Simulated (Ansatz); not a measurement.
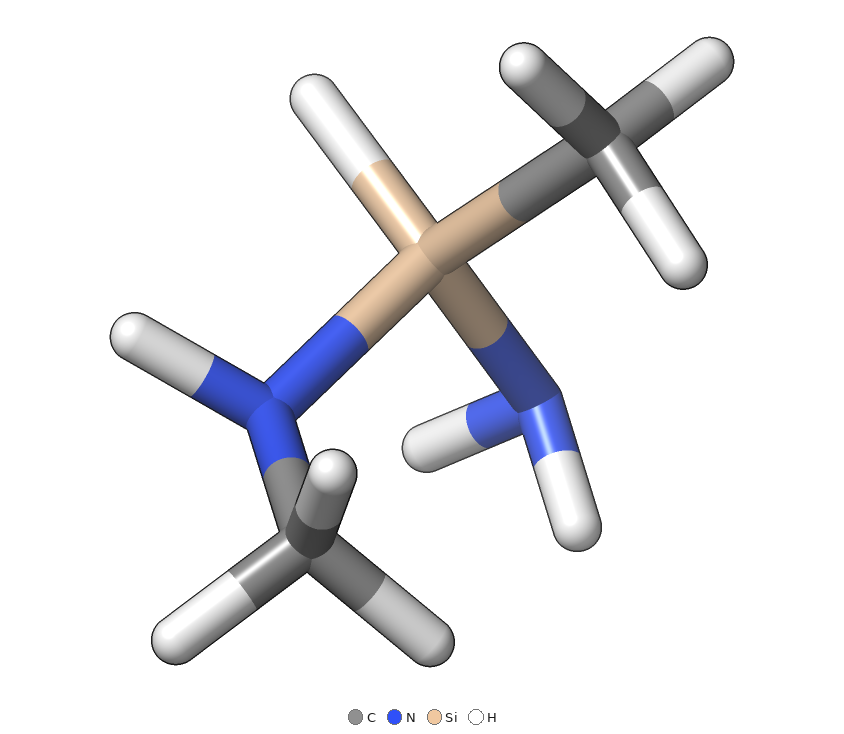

The structure as it stands in the input.

Input file:

```yaml
crystal:
  periodic: [false, false, false]
  atoms:
    - {symbol: C, position_ang: [-1.655200, -0.085500, 0.807100]}
    - {symbol: N, position_ang: [-0.471400, 0.723500, 0.801400]}
    - {symbol: Si, position_ang: [0.880800, 0.393500, -0.124300]}
    - {symbol: C, position_ang: [1.282500, -1.380500, -0.385000]}
    - {symbol: N, position_ang: [0.483600, 1.223600, -1.524600]}
    - {symbol: H, position_ang: [-1.551700, -1.035400, 1.188000]}
    - {symbol: H, position_ang: [-2.420700, 0.459100, 1.430000]}
    - {symbol: H, position_ang: [-2.089300, -0.097600, -0.218700]}
    - {symbol: H, position_ang: [-0.174700, 0.876100, 1.811700]}
    - {symbol: H, position_ang: [2.042700, 1.097000, 0.544600]}
    - {symbol: H, position_ang: [1.380700, -1.915100, 0.583300]}
    - {symbol: H, position_ang: [0.374200, -1.870300, -0.847400]}
    - {symbol: H, position_ang: [2.032800, -1.533700, -1.035300]}
    - {symbol: H, position_ang: [-0.461400, 0.913000, -1.775300]}
    - {symbol: H, position_ang: [0.325200, 2.181700, -1.226100]}
basis:
  gaussian: {orbitals: def2-SVP}
hamiltonian: {xc: pbe, dispersion: d4}
relax: {f_tol: 0.03, max_steps: 200}
```

Command:

```sh
ansatz run in.yaml --threads 4 --pin off --events-out ev --progress --plain --max-ram 10444MiB
```

Output (its end):

```
mean field -13078.89691122 eV, -480.6405962928 hartree, gradient 2.2e-5 eV, S^2 0.000000; 1 other end points of the search recorded, 0 dependent functions left out
the calculation of the forces begins
reference -13078.89695181 eV, -480.6405977843 hartree; 25, 25 occupied and 99, 99 virtual orbitals, 1436 factors
Total energy: -13079.20214635 eV, -480.6518134767 hartree
Atom 0 at    -1.822927     0.082180     1.009686 Å, force    -0.010748    -0.005860    -0.003392 eV/Å
Atom 1 at    -0.451339     0.524055     1.174022 Å, force     0.016623    -0.003902     0.003823 eV/Å
Atom 2 at     0.799310     0.373860    -0.028890 Å, force     0.014514     0.008656     0.013188 eV/Å
Atom 3 at     1.331285    -1.375407    -0.511734 Å, force    -0.015076    -0.015759    -0.001476 eV/Å
Atom 4 at     0.162678     1.079150    -1.492987 Å, force     0.002444    -0.009901    -0.019863 eV/Å
Atom 5 at    -2.028651    -0.944623     1.401317 Å, force     0.004542     0.008027     0.002625 eV/Å
Atom 6 at    -2.543110     0.772458     1.504296 Å, force    -0.000788    -0.003472    -0.003948 eV/Å
Atom 7 at    -2.072669     0.079016    -0.071302 Å, force    -0.002751    -0.001913     0.002323 eV/Å
Atom 8 at    -0.160221     0.666157     2.143486 Å, force    -0.003231     0.001492    -0.012392 eV/Å
Atom 9 at     1.981900     1.056845     0.625499 Å, force     0.004381     0.006764     0.007890 eV/Å
Atom 10 at     1.703476    -1.928034     0.375669 Å, force    -0.008210     0.013388    -0.013646 eV/Å
Atom 11 at     0.482356    -1.947289    -0.940712 Å, force     0.011187    -0.001442     0.000568 eV/Å
Atom 12 at     2.149664    -1.361593    -1.262727 Å, force    -0.008266     0.002188     0.003823 eV/Å
Atom 13 at     0.556905     0.807882    -2.396771 Å, force    -0.004191     0.002916     0.016045 eV/Å
Atom 14 at    -0.110556     2.064744    -1.499453 Å, force    -0.000429    -0.001182     0.004431 eV/Å
Dipole moment:    -0.042436     0.039275    -0.074779 e Å
```
